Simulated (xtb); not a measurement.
**Run report: C3H7BSi, geometry relaxation (part 2 of 4)**

The same run, continued: C3H7BSi, SMILES B[SiH](C)C#C; GFN2-xTB, GBSA solvent acetonitrile (xtb 6.7.1). 

Geometry of the input (Å):
```
B  -1.5885  -0.5586  1.2324
Si -0.4380  -0.6457  -0.3507
C  1.3864  -0.9965  0.1191
C  -0.3764  0.9391  -1.3279
C  -0.3393  1.9777  -1.9332
H  -1.7711  -1.5012  1.9025
H  -2.1185  0.4301  1.5638
H  -0.8188  -1.6636  -1.3607
H  2.0223  -1.0159  -0.7604
H  1.4819  -1.9560  0.6199
H  1.8725  -0.0436  0.9567
H  -0.3050  2.8830  -2.4700
```

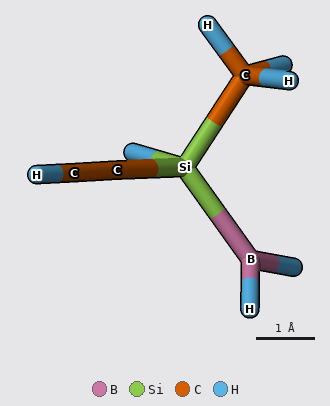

**Figure 1.** The input geometry (stick view, seen at a tilt).

### Log, continued
```
 iter      E             dE          RMSdq      gap      omega  full diag
   1    -13.0895555 -0.130896E+02  0.391E-01    2.39       0.0  T
   2    -13.0896085 -0.529601E-04  0.200E-01    2.40       1.0  T
   3    -13.0896096 -0.117791E-05  0.114E-01    2.39       1.0  T
   4    -13.0896181 -0.843858E-05  0.523E-02    2.39       1.0  T
   5    -13.0896132  0.484823E-05  0.351E-02    2.40       1.0  T
   6    -13.0896160 -0.280448E-05  0.201E-02    2.40       1.4  T
   7    -13.0896188 -0.277695E-05  0.827E-03    2.40       3.5  T
   8    -13.0896188 -0.400918E-07  0.551E-03    2.40       5.2  T
   9    -13.0896188 -0.570746E-08  0.232E-03    2.40      12.4  T
  10    -13.0896189 -0.327789E-08  0.734E-04    2.40      39.3  T
  11    -13.0896189 -0.284460E-09  0.190E-04    2.40     151.8  T
     SCC iter.                  ...        0 min,  0.002 sec
     gradient                   ...        0 min,  0.001 sec
 * total energy  :   -12.8425049 Eh     change       -0.7841822E-02 Eh
   gradient norm :     0.0181494 Eh/α   predicted    -0.1111213E-01 (  41.70%)
   displ. norm   :     0.2125650 α      lambda       -0.1488743E-02
   maximum displ.:     0.1140629 α      in ANC's #7, #10, #9, ...

........................................................................
.............................. CYCLE    5 ..............................
........................................................................

 iter      E             dE          RMSdq      gap      omega  full diag
   1    -13.0904706 -0.130905E+02  0.461E-01    2.40       0.0  T
   2    -13.0904783 -0.761946E-05  0.299E-01    2.40       1.0  T
   3    -13.0904803 -0.206434E-05  0.435E-02    2.40       1.0  T
   4    -13.0904816 -0.129355E-05  0.268E-02    2.40       1.1  T
   5    -13.0904797  0.195465E-05  0.155E-02    2.40       1.9  T
   6    -13.0904818 -0.210606E-05  0.535E-03    2.40       5.4  T
   7    -13.0904819 -0.174396E-06  0.238E-03    2.40      12.1  T
   8    -13.0904819  0.481345E-09  0.175E-03    2.40      16.5  T
   9    -13.0904819 -0.340350E-08  0.101E-03    2.40      28.6  T
  10    -13.0904819 -0.259753E-09  0.299E-04    2.40      96.6  T
  11    -13.0904819 -0.379767E-10  0.864E-05    2.40     334.0  T
     SCC iter.                  ...        0 min,  0.002 sec
     gradient                   ...        0 min,  0.001 sec
 * total energy  :   -12.8425215 Eh     change       -0.1661926E-04 Eh
   gradient norm :     0.0136919 Eh/α   predicted    -0.7780032E-03 (4581.33%)
   displ. norm   :     0.1079228 α      lambda       -0.9142733E-03
   maximum displ.:     0.0596730 α      in ANC's #9, #10, #7, ...

........................................................................
.............................. CYCLE    6 ..............................
........................................................................

 iter      E             dE          RMSdq      gap      omega  full diag
   1    -13.0919288 -0.130919E+02  0.300E-01    2.39       0.0  T
   2    -13.0919306 -0.178638E-05  0.192E-01    2.39       1.0  T
   3    -13.0919316 -0.105882E-05  0.226E-02    2.39       1.3  T
   4    -13.0919298  0.179547E-05  0.135E-02    2.39       2.1  T
   5    -13.0919317 -0.183947E-05  0.404E-03    2.39       7.1  T
   6    -13.0919318 -0.125723E-06  0.191E-03    2.39      15.1  T
   7    -13.0919318 -0.563867E-08  0.667E-04    2.39      43.3  T
   8    -13.0919318 -0.195138E-09  0.387E-04    2.39      74.6  T
     SCC iter.                  ...        0 min,  0.002 sec
     gradient                   ...        0 min,  0.001 sec
 * total energy  :   -12.8430014 Eh     change       -0.4798755E-03 Eh
   gradient norm :     0.0013612 Eh/α   predicted    -0.4624609E-03 (  -3.63%)
   displ. norm   :     0.0588105 α      lambda       -0.2864323E-04
   maximum displ.:     0.0425067 α      in ANC's #1, #11, #8, ...

........................................................................
.............................. CYCLE    7 ..............................
........................................................................

 iter      E             dE          RMSdq      gap      omega  full diag
   1    -13.0918544 -0.130919E+02  0.152E-01    2.40       0.0  T
   2    -13.0918554 -0.102527E-05  0.961E-02    2.40       1.0  T
   3    -13.0918554 -0.227644E-07  0.173E-02    2.40       1.7  T
   4    -13.0918559 -0.495916E-06  0.109E-02    2.40       2.6  T
   5    -13.0918554  0.524635E-06  0.101E-02    2.40       2.9  T
   6    -13.0918560 -0.580616E-06  0.344E-03    2.40       8.4  T
   7    -13.0918560 -0.147839E-07  0.185E-03    2.40      15.6  T
   8    -13.0918560 -0.214651E-08  0.961E-04    2.40      30.0  T
   9    -13.0918560 -0.263972E-09  0.388E-04    2.40      74.4  T
     SCC iter.                  ...        0 min,  0.002 sec
     gradient                   ...        0 min,  0.001 sec
 * total energy  :   -12.8429455 Eh     change        0.5594841E-04 Eh
   gradient norm :     0.0031610 Eh/α   predicted    -0.1434525E-04 (-125.64%)
   displ. norm   :     0.0351636 α      lambda       -0.8894080E-04
   maximum displ.:     0.0267673 α      in ANC's #1, #2, #6, ...

........................................................................
.............................. CYCLE    8 ..............................
........................................................................

 iter      E             dE          RMSdq      gap      omega  full diag
   1    -13.0919845 -0.130920E+02  0.996E-02    2.40       0.0  T
   2    -13.0919847 -0.264330E-06  0.613E-02    2.40       1.0  T
   3    -13.0919847  0.734533E-07  0.933E-03    2.40       3.1  T
   4    -13.0919849 -0.195132E-06  0.590E-03    2.40       4.9  T
   5    -13.0919848  0.848195E-07  0.512E-03    2.40       5.6  T
   6    -13.0919849 -0.101171E-06  0.160E-03    2.40      18.0  T
   7    -13.0919849 -0.155765E-08  0.857E-04    2.40      33.7  T
   8    -13.0919849 -0.135145E-09  0.385E-04    2.40      75.0  T
     SCC iter.                  ...        0 min,  0.002 sec
     gradient                   ...        0 min,  0.001 sec
 * total energy  :   -12.8430005 Eh     change       -0.5505774E-04 Eh
   gradient norm :     0.0014577 Eh/α   predicted    -0.4452503E-04 ( -19.13%)
   displ. norm   :     0.0792021 α      lambda       -0.5737014E-04
   maximum displ.:     0.0451599 α      in ANC's #8, #11, #5, ...

........................................................................
.............................. CYCLE    9 ..............................
........................................................................

 iter      E             dE          RMSdq      gap      omega  full diag
   1    -13.0915776 -0.130916E+02  0.323E-01    2.39       0.0  T
   2    -13.0915812 -0.363055E-05  0.204E-01    2.39       1.0  T
   3    -13.0915825 -0.130416E-05  0.309E-02    2.39       1.0  T
   4    -13.0915833 -0.726767E-06  0.208E-02    2.39       1.4  T
   5    -13.0915827  0.556740E-06  0.116E-02    2.39       2.5  T
   6    -13.0915832 -0.471777E-06  0.637E-03    2.39       4.5  T
   7    -13.0915833 -0.140821E-06  0.322E-03    2.39       9.0  T
   8    -13.0915833 -0.156913E-07  0.167E-03    2.39      17.3  T
   9    -13.0915833 -0.127782E-08  0.656E-04    2.39      44.0  T
  10    -13.0915833 -0.178904E-09  0.217E-04    2.39     133.3  T
     SCC iter.                  ...        0 min,  0.002 sec
     gradient                   ...        0 min,  0.001 sec
 * total energy  :   -12.8428608 Eh     change        0.1397706E-03 Eh
   gradient norm :     0.0053108 Eh/α   predicted    -0.2876486E-04 (-120.58%)
   displ. norm   :     0.0436462 α      lambda       -0.2046404E-03
   maximum displ.:     0.0233078 α      in ANC's #11, #8, #1, ...

........................................................................
.............................. CYCLE   10 ..............................
........................................................................

 iter      E             dE          RMSdq      gap      omega  full diag
   1    -13.0919042 -0.130919E+02  0.166E-01    2.39       0.0  T
   2    -13.0919052 -0.104193E-05  0.104E-01    2.39       1.0  T
   3    -13.0919055 -0.350165E-06  0.172E-02    2.39       1.7  T
   4    -13.0919058 -0.211265E-06  0.117E-02    2.39       2.5  T
   5    -13.0919056  0.196579E-06  0.672E-03    2.39       4.3  T
   6    -13.0919057 -0.173480E-06  0.367E-03    2.39       7.9  T
   7    -13.0919058 -0.450287E-07  0.179E-03    2.39      16.1  T
   8    -13.0919058 -0.363444E-08  0.977E-04    2.39      29.5  T
   9    -13.0919058 -0.513340E-09  0.343E-04    2.39      84.2  T
     SCC iter.                  ...        0 min,  0.002 sec
     gradient                   ...        0 min,  0.001 sec
 * total energy  :   -12.8429953 Eh     change       -0.1345865E-03 Eh
   gradient norm :     0.0018110 Eh/α   predicted    -0.1025136E-03 ( -23.83%)
   displ. norm   :     0.0366744 α      lambda       -0.3606085E-04
   maximum displ.:     0.0201886 α      in ANC's #11, #8, #2, ...

........................................................................
.............................. CYCLE   11 ..............................
........................................................................

 iter      E             dE          RMSdq      gap      omega  full diag
   1    -13.0918680 -0.130919E+02  0.125E-01    2.40       0.0  T
   2    -13.0918685 -0.523310E-06  0.785E-02    2.40       1.0  T
   3    -13.0918687 -0.163945E-06  0.120E-02    2.40       2.4  T
   4    -13.0918689 -0.149708E-06  0.818E-03    2.40       3.5  T
   5    -13.0918686  0.292170E-06  0.616E-03    2.40       4.7  T
   6    -13.0918689 -0.288200E-06  0.259E-03    2.40      11.1  T
   7    -13.0918689 -0.189921E-07  0.129E-03    2.40      22.3  T
   8    -13.0918689 -0.953149E-09  0.528E-04    2.40      54.6  T
   9    -13.0918689 -0.322853E-10  0.249E-04    2.40     115.8  T
     SCC iter.                  ...        0 min,  0.002 sec
     gradient                   ...        0 min,  0.001 sec
 * total energy  :   -12.8430055 Eh     change       -0.1018752E-04 Eh
   gradient norm :     0.0012965 Eh/α   predicted    -0.1804102E-04 (  77.09%)
   displ. norm   :     0.0201068 α      lambda       -0.1278535E-04
   maximum displ.:     0.0119721 α      in ANC's #14, #8, #13, ...

........................................................................
.............................. CYCLE   12 ..............................
........................................................................

 iter      E             dE          RMSdq      gap      omega  full diag
   1    -13.0919702 -0.130920E+02  0.404E-02    2.40       0.0  T
   2    -13.0919702 -0.552099E-07  0.244E-02    2.40       1.2  T
   3    -13.0919702  0.230678E-07  0.376E-03    2.40       7.7  T
   4    -13.0919703 -0.429212E-07  0.239E-03    2.40      12.1  T
   5    -13.0919703  0.443026E-08  0.171E-03    2.40      16.8  T
   6    -13.0919703 -0.120412E-07  0.721E-04    2.40      40.0  T
   7    -13.0919703 -0.793543E-09  0.391E-04    2.40      73.9  T
     SCC iter.                  ...        0 min,  0.002 sec
     gradient                   ...        0 min,  0.001 sec
 * total energy  :   -12.8430089 Eh     change       -0.3341241E-05 Eh
   gradient norm :     0.0010118 Eh/α   predicted    -0.6392511E-05 (  91.32%)
   displ. norm   :     0.0172021 α      lambda       -0.9099016E-05
   maximum displ.:     0.0083010 α      in ANC's #11, #4, #14, ...

........................................................................
.............................. CYCLE   13 ..............................
........................................................................

 iter      E             dE          RMSdq      gap      omega  full diag
   1    -13.0919887 -0.130920E+02  0.604E-02    2.39       0.0  T
   2    -13.0919888 -0.140657E-06  0.382E-02    2.39       1.0  T
   3    -13.0919889 -0.431794E-07  0.619E-03    2.39       4.7  T
   4    -13.0919889 -0.336647E-07  0.410E-03    2.39       7.0  T
   5    -13.0919889  0.318267E-07  0.260E-03    2.39      11.1  T
   6    -13.0919889 -0.252866E-07  0.137E-03    2.39      21.1  T
   7    -13.0919889 -0.862238E-08  0.644E-04    2.39      44.8  T
   8    -13.0919889 -0.268182E-09  0.315E-04    2.39      91.7  T
     SCC iter.                  ...        0 min,  0.002 sec
     gradient                   ...        0 min,  0.001 sec
 * total energy  :   -12.8430117 Eh     change       -0.2779255E-05 Eh
   gradient norm :     0.0006772 Eh/α   predicted    -0.4548737E-05 (  63.67%)
   displ. norm   :     0.0113714 α      lambda       -0.3301217E-05
   maximum displ.:     0.0057204 α      in ANC's #2, #8, #11, ...

   *** GEOMETRY OPTIMIZATION CONVERGED AFTER 13 ITERATIONS ***

------------------------------------------------------------------------
 total energy gain   :        -0.0253357 Eh      -15.8984 kcal/mol
 total RMSD          :         0.1365196 a0        0.0722 Å
 total power (kW/mol):        -5.1168304 (step)-1104.2343 (real)
------------------------------------------------------------------------

 ANCopt (total)                0 d,  0 h,  0 min,  0.060 sec
 optimizer setup                ...        0 min,  0.000 sec (  0.075%)
 model hessian                  ...        0 min,  0.001 sec (  1.138%)
 ANC generation                 ...        0 min,  0.000 sec (  0.323%)
 coordinate transformation      ...        0 min,  0.000 sec (  0.102%)
 single point calculation       ...        0 min,  0.057 sec ( 94.456%)
 optimization log               ...        0 min,  0.001 sec (  1.151%)
 hessian update                 ...        0 min,  0.000 sec (  0.112%)
 rational function              ...        0 min,  0.001 sec (  1.257%)

================
 final structure:
================
12 C
 B Si C H
    1    1   -1.58736310593157E+00   -5.50011804165879E-01    1.23812185478288E+00
    2    2   -4.15826984901122E-01   -6.26593726423287E-01   -3.30631906179284E-01
    3    3    1.40739983017679E+00   -9.67168293519987E-01    1.52083497745227E-01
    4    3   -3.69795163980676E-01    9.51993452262253E-01   -1.32149235825851E+00
    5    3   -3.48918681916684E-01    1.98624008112972E+00   -1.93607738165650E+00
    6    4   -1.79262445988131E+00   -1.50213892860669E+00    1.88894974018235E+00
    7    4   -2.11712654801643E+00    4.37526201571406E-01    1.57547615625126E+00
    8    4   -7.78317015918097E-01   -1.65279232621218E+00   -1.34349654449351E+00
    9    4    2.04588162034064E+00   -9.88909832272869E-01   -7.25624805066944E-01
   10    4    1.50036639668515E+00   -1.92507332789463E+00    6.56572447599862E-01
   11    4    1.79177989774280E+00   -2.00299178267415E-01    8.20210401913648E-01
   12    4   -3.27895784399392E-01    2.88590168239967E+00   -2.48270310282026E+00

 Bond Distances (Angstroems)
```
